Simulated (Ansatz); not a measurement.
# SiH3 (doublet): from Hartree-Fock to the top rungs at distance H1–H2 along a hydrogen transfer = 0.939 Å, 6-31G

How much of the correlation energy of SiH3 (doublet) does each wave-function method recover here?

Program: Ansatz 0.2.0, Gaussian basis. Level of theory: 6-31G, core rule «outside noble gas», up to 5 orbitals frozen. These are calculated values, not measurements.

To be run: UHF; CCSD(T) on ROHF; CCSD(T) on UHF; BCCD(T) on ROHF; CISD; CCSDT(Q) on ROHF; CCSDT(Q) on UHF; CISDTQ; CCSDTQ on ROHF; CCSDTQ on UHF; CASSCF and MRCISD+Q, 3 electrons in 3 orbitals; CASSCF and NEVPT2, 3 electrons in 3 orbitals; CASSCF and MRCISD+Q, 7 electrons in 7 orbitals; CASSCF and NEVPT2, 7 electrons in 7 orbitals; Full CI.

7 further runs of the same task are left out: 1 for a mislabelled method, 6 that didn't finish.

### Step 1. The system

The geometry derives from fragments relaxed apart (PBE0/def2-TZVP) and kept rigid, so it is no stationary point. A hydrogen atom is moved between rigid fragments.

4 atoms, charge 0, spin multiplicity 2.

Atoms are counted from 1 here; the program's logs count them from 0.

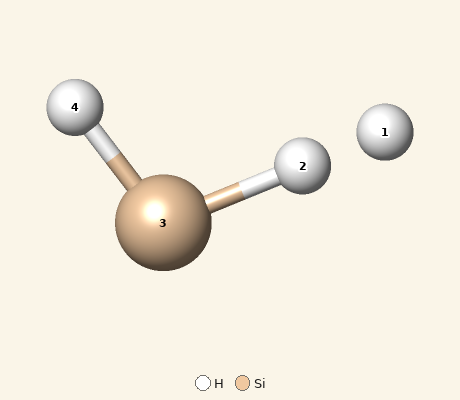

The structure; hydrogen white, silicon light orange; atoms are numbered from 1 in the order of the file.

### Step 2. UHF

in.yaml reads:

```yaml
crystal:
  periodic: [false, false, false]
  atoms:
    - {symbol: H, position_ang: [-2.403713, 0.047936, 0.000000]}
    - {symbol: H, position_ang: [-1.464713, 0.047936, 0.000000]}
    - {symbol: Si, position_ang: [0.120287, 0.047936, 0.000000]}
    - {symbol: H, position_ang: [0.516721, -1.431577, 0.000000]}
basis:
  gaussian: {orbitals: 6-31G}
magnetization: {spin_polarized: true, initial_magnetization: 1}
hamiltonian: {xc: hf}
output: {orbitals: {seedname: orbitals}}
```

On the command line:

```sh
ansatz run in.yaml --threads 1 --pin off --events-out ev --progress --plain --max-ram 2393MiB
```

After this run come: CCSD(T) on ROHF; CCSD(T) on UHF; BCCD(T) on ROHF; CISD; CCSDT(Q) on ROHF; CCSDT(Q) on UHF; CISDTQ; CCSDTQ on ROHF; CCSDTQ on UHF; CASSCF and MRCISD+Q, 3 electrons in 3 orbitals; CASSCF and NEVPT2, 3 electrons in 3 orbitals; CASSCF and MRCISD+Q, 7 electrons in 7 orbitals; CASSCF and NEVPT2, 7 electrons in 7 orbitals; Full CI.

Q: Predict the results of all the runs planned. Wanted: FCI below the RHF energy; RMP2 from FCI; UMP2 from FCI; RCCSD from FCI; RCCSD(T) from FCI; UCCSD(T) from FCI; RCCSDT(Q) from FCI; UCCSDT(Q) from FCI; NEVPT2 pair from FCI.

The runs gave:

```
                         quantity                                                                                                                                         value
         FCI below the RHF energy                                                                                                                                    -2.2947 eV
                    RMP2 from FCI                                                                                                                                  +73.1 kJ/mol
                    UMP2 from FCI                                                                                                                                  +81.4 kJ/mol
                   RCCSD from FCI                                                                                                                                   +4.2 kJ/mol
                RCCSD(T) from FCI                                                                                                                                   +1.5 kJ/mol
                UCCSD(T) from FCI                                                                                                                                   +1.9 kJ/mol
               RCCSDT(Q) from FCI                                                                                                                                   +0.1 kJ/mol
               UCCSDT(Q) from FCI                                                                                                                                   +0.1 kJ/mol
             NEVPT2 pair from FCI                                                                                                                                  +55.6 kJ/mol
           MRCISD+Q pair from FCI                                                                                                                                   -1.3 kJ/mol
          NEVPT2 valence from FCI                                                                                                                                  +18.3 kJ/mol
levels within 1 kcal/mol (43 meV)  RCCSD(T), UCCSD(T), BCCD(T), RCCSDT, UCCSDT, CISDTQ, RCCSDT(Q), UCCSDT(Q), RCCSDTQ, UCCSDTQ, MRCISD+Q pair, MRCISD valence, MRCISD+Q valence
                    T1 diagnostic                                                                                                                                         0.026
   effectively unpaired electrons                                                                                                                                          1.10
```

In words: RCCSD(T) lands +1.5 kJ/mol from the yardstick (0.7 % of the correlation energy). MRCISD+Q pair falls below full CI: the +Q correction isn't variational, and the cores differ from full CI's. One determinant dominates. Of the multireference levels listed MRCISD+Q valence comes nearest in total energy (+1.1 kJ/mol), which doesn't show that its space is the better one. These misses are within one basis, not against nature; the frozen cores of restricted and unrestricted runs differ, which can shift their rows.
